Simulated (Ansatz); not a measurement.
**Al2HBrClF: molecular dynamics (part 3 of 3)**

The same run, continued: Al2HBrClF; RKS PBE/def2-SVP (Ansatz 0.2.0). It belongs to a series of runs on one base structure; here: dynamics from the highest image of the converged band.

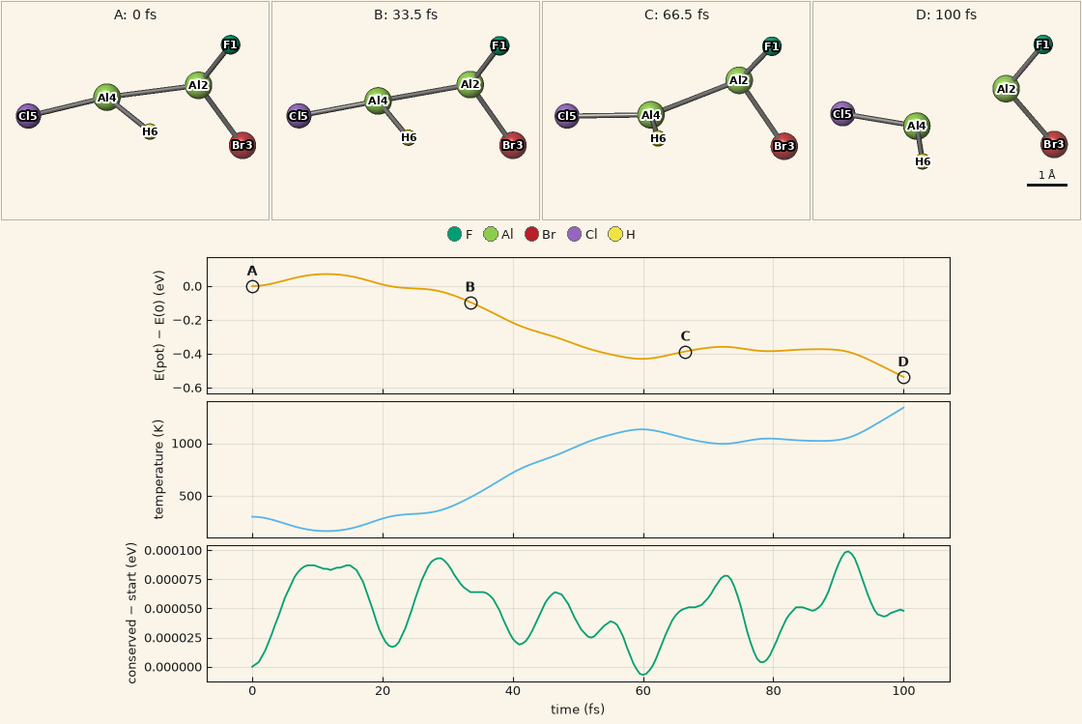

Frames of the molecular dynamics (ball-and-stick, seen at a tilt) above the curves, on which the letters mark them. The trajectory kept here has 201 frames over 100 fs. The temperature starts at 300 K, ranges from 163 to 1340 K and averages 1071 K over the second half. The potential energy ends 0.537 eV below its first value. The conserved quantity stays within 0.00011 eV. After an unweighted best fit of the last frame on the first, the root-mean-square displacement is 0.82 Å, and H6 has moved furthest (1.45 Å).

```
Total energy: -98456.68870868 eV, -3618.2165737034 hartree
Atom 0 at    -0.087429    -0.929157     2.335495 Å, force     0.522468     0.447805    -0.693048 eV/Å
Atom 1 at     0.593927    -0.493004     0.815892 Å, force    -1.514710    -0.175569     0.006424 eV/Å
Atom 2 at     2.018016    -2.056846    -0.019148 Å, force     0.204642     0.103181     0.002933 eV/Å
Atom 3 at    -1.104179     0.895494    -0.949832 Å, force     0.666714    -0.444814     0.517485 eV/Å
Atom 4 at    -0.516827     2.840145    -1.611239 Å, force    -0.168481    -0.200036     0.037170 eV/Å
Atom 5 at    -2.426002     0.161638    -1.561975 Å, force     0.289366     0.269433     0.129037 eV/Å
Dipole moment:    -0.078441     0.229109    -0.140184 e Å
```

### Trajectory as extended XYZ (Å, eV, eV/Å), 15 of the 201 frames kept, from step=0 to step=200
```
6
Properties=species:S:1:pos:R:3:forces:R:3 step=0 time_fs=0.0 energy=-98456.15119 temperature=300.0
F    -0.3883   -1.0314    2.2163   -0.0097  -0.0042   0.0144
Al    0.4869   -0.5970    0.8504    0.0088   0.0040  -0.0189
Br    1.9722   -2.0434   -0.0612   -0.0010   0.0010   0.0013
Al   -0.2024    1.2420   -0.4980    0.0039   0.0040   0.0027
Cl   -0.8999    2.6939   -1.8472   -0.0010  -0.0016   0.0000
H    -0.9264   -0.3281   -0.7066   -0.0010  -0.0032   0.0005
6
Properties=species:S:1:pos:R:3:forces:R:3 step=14 time_fs=7.0 energy=-98456.09868 temperature=198.6
F    -0.3920   -1.0229    2.2268    0.5087   0.1995  -0.8063
Al    0.5114   -0.5986    0.8275   -0.5709  -0.2537   1.2793
Br    1.9699   -2.0403   -0.0585    0.2396  -0.2655  -0.1545
Al   -0.2255    1.2152   -0.4802   -0.5845   0.3271  -0.8567
Cl   -0.8906    2.7023   -1.8505    0.2255  -0.1331   0.3504
H    -1.0337   -0.2637   -0.8636    0.1817   0.1258   0.1879
6
Properties=species:S:1:pos:R:3:forces:R:3 step=29 time_fs=14.5 energy=-98456.08915 temperature=180.2
F    -0.3833   -1.0090    2.2179    0.4218   0.0947  -0.6691
Al    0.5277   -0.6044    0.8263   -0.4690  -0.0084   1.4532
Br    1.9689   -2.0388   -0.0567    0.3894  -0.4536  -0.2562
Al   -0.2606    1.1934   -0.4767   -0.5423   0.7162  -1.0428
Cl   -0.8774    2.7095   -1.8491    0.2990  -0.0656   0.4480
H    -1.0790   -0.1600   -0.9496   -0.0988  -0.2833   0.0668
6
Properties=species:S:1:pos:R:3:forces:R:3 step=43 time_fs=21.5 energy=-98456.15403 temperature=305.5
F    -0.3654   -0.9940    2.1941   -0.2464  -0.2415   0.4099
Al    0.5350   -0.6097    0.8495    0.1619   0.5233   0.2646
Br    1.9703   -2.0400   -0.0565    0.3772  -0.4421  -0.2321
Al   -0.3035    1.1840   -0.4919   -0.4954   0.0335  -0.8148
Cl   -0.8612    2.7155   -1.8418    0.2203   0.1734   0.2677
H    -1.1474   -0.1648   -0.9867   -0.0176  -0.0466   0.1047
6
Properties=species:S:1:pos:R:3:forces:R:3 step=57 time_fs=28.5 energy=-98456.17970 temperature=355.3
F    -0.3536   -0.9850    2.1805   -0.8684  -0.5302   1.3796
Al    0.5453   -0.6059    0.8773    0.8002   0.9655  -0.9316
Br    1.9739   -2.0439   -0.0576    0.2819  -0.3456  -0.1520
Al   -0.3548    1.1751   -0.5210   -0.3517  -0.8239  -0.3281
Cl   -0.8421    2.7240   -1.8312    0.0903   0.5057  -0.0460
H    -1.2260   -0.1919   -0.9784    0.0476   0.2286   0.0781
6
Properties=species:S:1:pos:R:3:forces:R:3 step=71 time_fs=35.5 energy=-98456.28204 temperature=553.2
F    -0.3610   -0.9880    2.1974   -0.4019  -0.3347   0.7363
Al    0.5679   -0.5862    0.8916    0.4555   0.7931  -0.3904
Br    1.9791   -2.0497   -0.0596    0.1981  -0.2651  -0.0799
Al   -0.4118    1.1532   -0.5558    0.0101  -0.8146   0.1296
Cl   -0.8217    2.7390   -1.8211    0.0525   0.7300  -0.2281
H    -1.3032   -0.1416   -0.9442   -0.3142  -0.1087  -0.1675
6
Properties=species:S:1:pos:R:3:forces:R:3 step=86 time_fs=43.0 energy=-98456.41186 temperature=804.2
F    -0.3782   -0.9996    2.2338    0.5929   0.1632  -0.5476
Al    0.6000   -0.5508    0.9006   -0.3955   0.0323   0.7554
Br    1.9860   -2.0577   -0.0623    0.0928  -0.0900   0.0428
Al   -0.4744    1.1133   -0.5919   -0.4523  -0.9358  -0.1175
Cl   -0.7988    2.7656   -1.8132    0.1681   0.6017  -0.1000
H    -1.5131   -0.1032   -0.9743   -0.0060   0.2286  -0.0332
6
Properties=species:S:1:pos:R:3:forces:R:3 step=100 time_fs=50.0 energy=-98456.49981 temperature=974.3
F    -0.3808   -1.0070    2.2561    0.9859   0.4143  -0.9634
Al    0.6239   -0.5166    0.9210   -0.6498  -0.5619   0.9487
Br    1.9930   -2.0657   -0.0645   -0.0574   0.1611   0.2066
Al   -0.5403    1.0605   -0.6276   -0.7120  -0.3249  -0.4333
Cl   -0.7751    2.7983   -1.8070    0.3300   0.1903   0.1959
H    -1.7281    0.0146   -1.0249    0.1033   0.1212   0.0455
6
Properties=species:S:1:pos:R:3:forces:R:3 step=114 time_fs=57.0 energy=-98456.57042 temperature=1110.9
F    -0.3602   -1.0048    2.2563    0.7287   0.3276  -0.5024
Al    0.6372   -0.4917    0.9566   -0.3890  -0.7161   0.1194
Br    1.9997   -2.0727   -0.0655   -0.2054   0.4121   0.3786
Al   -0.6176    1.0024   -0.6703   -0.4193   0.5215  -0.4352
Cl   -0.7471    2.8336   -1.7984    0.4228  -0.2855   0.4380
H    -1.9166    0.1744   -1.0612   -0.1378  -0.2596   0.0016
6
Properties=species:S:1:pos:R:3:forces:R:3 step=129 time_fs=64.5 energy=-98456.55425 temperature=1079.6
F    -0.3197   -0.9943    2.2448   -0.0918  -0.0892   0.6727
Al    0.6447   -0.4780    0.9951    0.2583  -0.3752  -1.4886
Br    2.0055   -2.0775   -0.0641   -0.2939   0.5836   0.5047
Al   -0.7100    0.9490   -0.7245   -0.5942   0.6735  -0.3435
Cl   -0.7110    2.8671   -1.7827    0.3571  -0.7328   0.5506
H    -2.1371    0.2457   -1.0871    0.3647  -0.0599   0.1041
6
Properties=species:S:1:pos:R:3:forces:R:3 step=143 time_fs=71.5 energy=-98456.51076 temperature=995.6
F    -0.2829   -0.9861    2.2495   -0.4516  -0.2855   1.2089
Al    0.6554   -0.4722    1.0058    0.3638  -0.0855  -2.2791
Br    2.0092   -2.0786   -0.0598   -0.2615   0.5854   0.5127
Al   -0.8050    0.9118   -0.7808    0.2916   1.0269   0.1110
Cl   -0.6725    2.8885   -1.7606    0.1789  -1.0094   0.5426
H    -2.2196    0.2620   -1.0760   -0.1212  -0.2319  -0.0961
6
Properties=species:S:1:pos:R:3:forces:R:3 step=157 time_fs=78.5 energy=-98456.53560 temperature=1043.5
F    -0.2550   -0.9838    2.2810    0.2028   0.0940   0.3204
Al    0.6707   -0.4687    0.9792   -0.6037  -0.2725  -1.4320
Br    2.0114   -2.0762   -0.0524   -0.1261   0.4598   0.4077
Al   -0.8964    0.8916   -0.8355    0.4454   0.8052   0.3660
Cl   -0.6317    2.8967   -1.7314   -0.0396  -1.1055   0.4595
H    -2.3188    0.1911   -1.1002    0.1211   0.0190  -0.1216
6
Properties=species:S:1:pos:R:3:forces:R:3 step=171 time_fs=85.5 energy=-98456.52505 temperature=1023.2
F    -0.2221   -0.9791    2.3202    0.8587   0.4952  -0.7591
Al    0.6755   -0.4699    0.9279   -1.5853  -0.4189  -0.2372
Br    2.0129   -2.0711   -0.0427    0.0656   0.2544   0.2366
Al   -0.9797    0.8854   -0.8839    0.6796   0.4794   0.5575
Cl   -0.5913    2.8903   -1.6961   -0.2055  -0.9946   0.3294
H    -2.3743    0.1235   -1.1817    0.1869   0.1845  -0.1272
6
Properties=species:S:1:pos:R:3:forces:R:3 step=186 time_fs=93.0 energy=-98456.55867 temperature=1088.3
F    -0.1645   -0.9610    2.3426    0.9366   0.5980  -1.1534
Al    0.6507   -0.4789    0.8676   -1.9147  -0.3143   0.3323
Br    2.0149   -2.0641   -0.0308    0.2205   0.0835   0.0757
Al   -1.0545    0.8886   -0.9247    1.2328   0.2735   0.7584
Cl   -0.5510    2.8691   -1.6535   -0.2602  -0.6661   0.1730
H    -2.3733    0.1241   -1.3421   -0.2150   0.0253  -0.1861
6
Properties=species:S:1:pos:R:3:forces:R:3 step=200 time_fs=100.0 energy=-98456.68866 temperature=1339.6
F    -0.0874   -0.9292    2.3355    0.5225   0.4478  -0.6930
Al    0.5939   -0.4930    0.8159   -1.5147  -0.1756   0.0064
Br    2.0180   -2.0568   -0.0191    0.2046   0.1032   0.0029
Al   -1.1042    0.8955   -0.9498    0.6667  -0.4448   0.5175
Cl   -0.5168    2.8401   -1.6112   -0.1685  -0.2000   0.0372
H    -2.4260    0.1616   -1.5620    0.2894   0.2694   0.1290
```

The run was set up as follows.

### Input file
```yaml
crystal:
  periodic: [false, false, false]
  atoms:
    - { symbol: F, position_ang: [-0.388306, -1.031372, 2.216334] }
    - { symbol: Al, position_ang: [0.486884, -0.597011, 0.850428] }
    - { symbol: Br, position_ang: [1.97221, -2.043354, -0.061155] }
    - { symbol: Al, position_ang: [-0.202359, 1.241975, -0.497967] }
    - { symbol: Cl, position_ang: [-0.899891, 2.693887, -1.847222] }
    - { symbol: H, position_ang: [-0.926438, -0.328125, -0.706616] }
basis:
  gaussian: { orbitals: def2-SVP }
hamiltonian:
  xc: pbe
md:
  timestep: 0.5
  n_steps: 200
  ensemble: nve
  temperature: 300.0
  initial_velocities: maxwell_boltzmann
  seed: 2715
```

Run as:
```bash
ansatz run input.yaml --threads 2 --pin off --max-ram 3072MiB --backend cpu --events-out ev --progress --plain --runs-dir out
```

### Results in brief

```json
{"quantity": "outcome", "value": "finished"}
{"quantity": "mean temperature over the second half", "value": "1071 K"}
{"quantity": "trajectory", "value": "200 steps, 100 fs"}
{"quantity": "ensemble", "value": "nve"}
{"quantity": "temperature in the input", "value": "300.0 K"}
{"quantity": "time step", "value": "0.5 fs"}
{"quantity": "potential energy (last step)", "value": "−98456.6887 eV"}
{"quantity": "mean-field energy (last step)", "value": "−98456.6887 eV"}
{"quantity": "largest force (length of the vector) (last step)", "value": "1.525 eV/Å"}
{"quantity": "hardware", "value": "2 threads of Arm Neoverse V1, 24 GiB of memory available, shared host"}
{"quantity": "wall time", "value": "6.3 min (CPU time 12 min)"}
{"quantity": "peak memory", "value": "0.14 GiB"}
```

### Notes

So short a trajectory is not equilibrated.
